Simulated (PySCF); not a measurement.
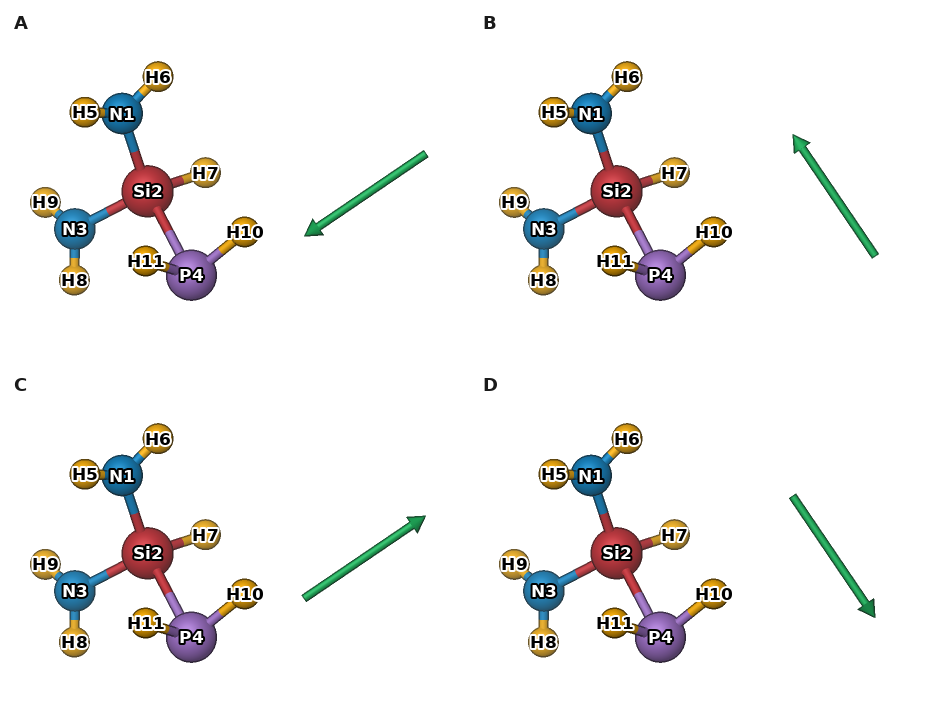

The same molecule four times, each with an arrow. Computed geometry: PBE0-D3(BJ)/def2-SVP optimisation. No frequency run is at hand to confirm it as a minimum. Properties computed with PBE0/aug-cc-pVDZ, gas phase (PySCF 2.14.0).

> Which arrow points along the dipole moment, from the negative to the positive end?

B. The dipole moment is 1.41 D; it points from the side of P4, H10 to the side of H5 (the outermost atoms at the two ends).
